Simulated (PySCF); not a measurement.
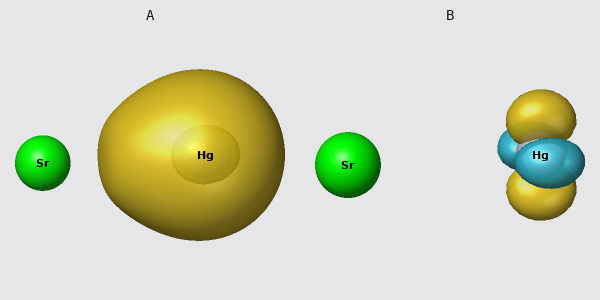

Figure 1: SrHg (charge +1, doublet). Two frontier α-spin orbitals, each drawn at the value that holds 80 % of its norm (yellow and cyan are the two phases), in no order; of a degenerate pair one member is drawn.

Core potentials replace the inner electrons of Sr and Hg.

Method: PySCF, PBE0/def2-SVP, non-relativistic Hamiltonian with scalar-relativistic core potentials where named, at a bond length of 3.517 Å.

### Name the orbitals and rank them from lowest to highest energy.

Orbital B: δ, occupied in this spin, −16.19 eV; almost wholly on Hg.
Orbital A: σ, occupied in this spin, −12.23 eV; mainly on Hg (90 %).
